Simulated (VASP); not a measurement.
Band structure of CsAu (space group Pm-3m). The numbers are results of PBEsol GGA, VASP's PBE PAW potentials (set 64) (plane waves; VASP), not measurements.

Unless said otherwise, spin-orbit coupling is left out, though it shifts the bands of the heavy elements here.

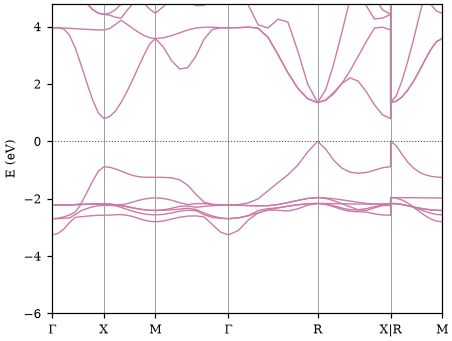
Figure. Bands along high-symmetry lines, zero at the valence-band maximum or, without a gap, the Fermi level

Task: Read the plot: is there a gap, and where are the band edges?

Result: The gap is indirect, 0.79 eV, from the valence maximum at R to the conduction minimum at X.

The structure comes from a computed database's CsAu entry (Pm-3m); how it stands against other phases isn't given here. The cell was not relaxed at this level.
